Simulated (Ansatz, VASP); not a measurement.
# CdH2: VASP beside Ansatz, part 2 of 2

Aim: how closely do two programs agree when they are given the same cell, functional and k mesh? The cell is generated by rule, not measured, and may not be a known phase. The cell is taken from a series of VASP runs on this material, whose earlier steps may have relaxed, scaled or displaced it; both programs get it as it stands. Valence electrons are named where the data sets of a main pair hold unlike numbers.

VASP 6.6.1 and Ansatz 0.2.0.

So far. Step 2 (VASP: band structure, PBE): The run ends at a pressure of -9.92 GPa.

### 7. VASP: band structure, PBE, spin-orbit coupling

Level of this step: PBE, spin-orbit coupling; plane waves and PAW (Cd, H); invented cell (VASP).

The same cell, functional, mesh and smearing now go to VASP, with its own data sets.

Input file INCAR:

```
SYSTEM = CdH2
PREC = Accurate
ENCUT = 400
EDIFF = 1E-06
NELM = 100
ISMEAR = 0
SIGMA = 0.02
LREAL = .FALSE.
ALGO = Normal
GGA = PE
LNONCOLLINEAR = .TRUE.
MAGMOM = 0 0 0 0 0 0 0 0 0
NBANDS = 26
GGA_COMPAT = .FALSE.
LASPH = .TRUE.
LSORBIT = .TRUE.
LORBIT = 11
LWAVE = .FALSE.
LCHARG = .FALSE.
KPAR = 4
ISIF = 2
```

Input file POSCAR:

```
CdH2
1.0
    0.0000000000      2.8220900000      2.8220900000
    2.8220900000      0.0000000000      2.8220900000
    2.8220900000      2.8220900000      0.0000000000
Cd H
1 2
Direct
    0.0000000000      0.0000000000      0.0000000000
    0.2500000000      0.2500000000      0.2500000000
    0.7500000000      0.7500000000      0.7500000000
```

Input file KPOINTS:

```
Automatic mesh
0
Gamma
8 8 8
0 0 0
```

Input file KPOINTS_OPT:

```
Line mode
16
Line-mode
Reciprocal
  0.00000000   0.00000000   0.00000000 GAMMA
  0.50000000   0.00000000   0.50000000 X

  0.50000000   0.00000000   0.50000000 X
  0.50000000   0.25000000   0.75000000 W

  0.50000000   0.25000000   0.75000000 W
  0.37500000   0.37500000   0.75000000 K

  0.37500000   0.37500000   0.75000000 K
  0.00000000   0.00000000   0.00000000 GAMMA

  0.00000000   0.00000000   0.00000000 GAMMA
  0.50000000   0.50000000   0.50000000 L

  0.50000000   0.50000000   0.50000000 L
  0.62500000   0.25000000   0.62500000 U

  0.62500000   0.25000000   0.62500000 U
  0.50000000   0.25000000   0.75000000 W

  0.50000000   0.25000000   0.75000000 W
  0.50000000   0.50000000   0.50000000 L

  0.50000000   0.50000000   0.50000000 L
  0.37500000   0.37500000   0.75000000 K

  0.62500000   0.25000000   0.62500000 U
  0.50000000   0.00000000   0.50000000 X
```

Potentials, in the order of the species: Cd and H (PBE family, release 64).

Run with:

```sh
$ mpirun -np 4 vasp_ncl
```

Numbers of over 12 decimals in the logs are rounded to 6 here.

What it wrote:

```text
[... set-up lines as in an earlier step ...]
 entering main loop
       N       E                     dE             d eps       ncg     rms          rms(c)
DAV:   1     0.734425659612E+02    0.73443E+02   -0.57289E+03  1532   0.785E+02
DAV:   2    -0.359551340121E+01   -0.77038E+02   -0.72957E+02  1732   0.235E+02
DAV:   3    -0.607507082658E+01   -0.24796E+01   -0.24585E+01  1762   0.460E+01
DAV:   4    -0.608088490478E+01   -0.58141E-02   -0.58134E-02  1642   0.224E+00
[...]
DAV:  11    -0.540457787414E+01   -0.46728E-05   -0.49795E-05  1618   0.788E-02    0.205E-02
DAV:  12    -0.540458788728E+01   -0.10013E-04   -0.10315E-05  1574   0.185E-02    0.495E-03
DAV:  13    -0.540458795085E+01   -0.63566E-07   -0.69325E-07  1236   0.430E-03
   1 F= -.54045880E+01 E0= -.54045879E+01  d E =-.174392E-06  mag=    -0.0000    -0.0000    -0.0000
 Start KPOINTS_OPT (optional k-point list driver)
k-point batch [1-29\160]
       N       E                     dE             ncg
DAV:   1    -0.601284888793E+03   -0.92024E+04     1564
DAV:   2    -0.277894573763E+04   -0.21777E+04     1802
DAV:   3    -0.284609115690E+04   -0.67145E+02     1766
DAV:   4    -0.284624544995E+04   -0.15429E+00     1654
DAV:   5    -0.284624628035E+04   -0.83040E-03     1732
DAV:   6    -0.284624628799E+04   -0.76413E-05     1666
DAV:   7    -0.284624628807E+04   -0.75721E-07     1270
[...]
k-point batch [146-160\160]
       N       E                     dE             ncg
DAV:   1     0.531237955383E+04   -0.69598E+04      796
DAV:   2     0.421807521556E+04   -0.10943E+04     1002
DAV:   3     0.418329804985E+04   -0.34777E+02      828
DAV:   4     0.418322240423E+04   -0.75646E-01      840
DAV:   5     0.418322190347E+04   -0.50076E-03      832
DAV:   6     0.418322189828E+04   -0.51916E-05      840
DAV:   7     0.418322189823E+04   -0.55547E-07      590
```

From OUTCAR (step 7):

```text
  Total       -2.7922047     -2.7922047     -2.7922047     -0.0000000     -0.0000000      0.0000000
  in kB      -99.5211213    -99.5211213    -99.5211213     -0.0000000     -0.0000000      0.0000000
  external PRESSURE =     -99.5211213 kB  Pullay stress =       0.0000000 kB

 POSITION                                       TOTAL-FORCE (eV/Angst)
 -----------------------------------------------------------------------------------
      0.00000      0.00000      0.00000         0.000000     -0.000000      0.000000
      1.41105      1.41105      1.41105        -0.000000     -0.000000     -0.000000
      4.23314      4.23314      4.23314         0.000000      0.000000      0.000000
 -----------------------------------------------------------------------------------
    total drift:                               -0.000000      0.000000      0.000000

  FREE ENERGIE OF THE ION-ELECTRON SYSTEM (eV)
  ---------------------------------------------------
  free  energy   TOTEN  =        -5.4045879508 eV

  energy  without entropy=       -5.4045877765  energy(sigma->0) =       -5.40458786

 magnetization (x)
# of ion       s       p       d       tot
------------------------------------------
    1        0.000  -0.000   0.000  -0.000
    2       -0.000  -0.000   0.000  -0.000
    3       -0.000  -0.000   0.000  -0.000
--------------------------------------------------
tot         -0.000  -0.000   0.000  -0.000

 magnetization (y)
# of ion       s       p       d       tot
------------------------------------------
    1        0.000   0.000   0.000   0.000
    2        0.000   0.000   0.000   0.000
    3        0.000  -0.000   0.000  -0.000
--------------------------------------------------
tot          0.000  -0.000   0.000  -0.000

 magnetization (z)
# of ion       s       p       d       tot
------------------------------------------
    1       -0.000   0.000   0.000   0.000
    2        0.000  -0.000   0.000   0.000
    3        0.000  -0.000   0.000   0.000
--------------------------------------------------
tot          0.000  -0.000   0.000   0.000

[... 1 part as in an earlier step ...]

[... 2 further parts left out ...]
[key lines of the parts left out:]
E-fermi :  -0.5641
```

The run ends at a pressure of -9.95 GPa.

### 8. Differences

What differs besides the data sets and the points named for the pairs above, as far as they apply: spin-orbit coupling enters by fully relativistic files in Ansatz and inside the spheres in VASP; the data sets hold 22 valence electrons in Ansatz (on its fully relativistic PAW (standard-fr) files) and 14 in VASP. Total energies have different zeros and are not compared.

The two programs side by side:

| quantity | Ansatz | VASP | difference |
| --- | --- | --- | --- |
| pressure (GPa) | -9.27 | -9.95 | +0.68 |
| pressure without Ansatz's Pulay correction (GPa) | -9.39 | -9.95 | +0.57 |

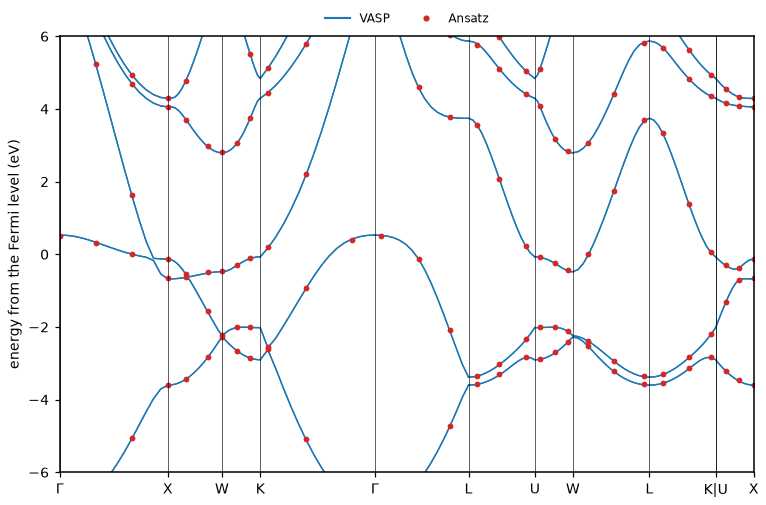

Bands from VASP (lines) and levels from Ansatz (dots). Dots without a line are higher empty bands that the VASP plot leaves out.

Levels from 3 eV below to 2 eV above the Fermi level differ by 13 meV r.m.s. and 21 meV at most; each VASP level is matched to the nearest of Ansatz, which flatters the figure a little. Ansatz's pressure holds a Pulay correction of 0.11 GPa; VASP's holds none.

### 9. Results

| Item | Value |
| --- | --- |
| r.m.s. difference of levels near the Fermi level (band structure, PBE) | 12 meV |
| difference in pressure (band structure, PBE) | 0.67 GPa |
| r.m.s. difference of levels near the Fermi level (band structure, PBE, spin-orbit coupling) | 13 meV |
| difference in pressure (band structure, PBE, spin-orbit coupling) | 0.68 GPa |

**Reading.** The difference in pressure is 0.68 GPa (band structure, PBE, spin-orbit coupling), within the 1 GPa picked in this series as the mark of a large difference. The data sets hold unlike numbers of valence electrons (22 in Ansatz and 14 in VASP), so part of the differences comes from the potentials. For band structure, PBE, no further run moves any of the tabulated differences by more than a quarter of its size. How closely two codes agree says nothing of how well the functional describes the real material.

[Lines on the potential files, build, host, timing and source positions are cut from VASP's logs without a mark.]

[Logs are printed without paths, hosts, clocks, repeated set-up lines and the standing remarks that a program may print on its own settings, such as how far it seeks lower states.]

[Hosts, paths, dates, database ids (printed as entryN), source tags and the programs' standing remarks are cut or masked in the printed files.]
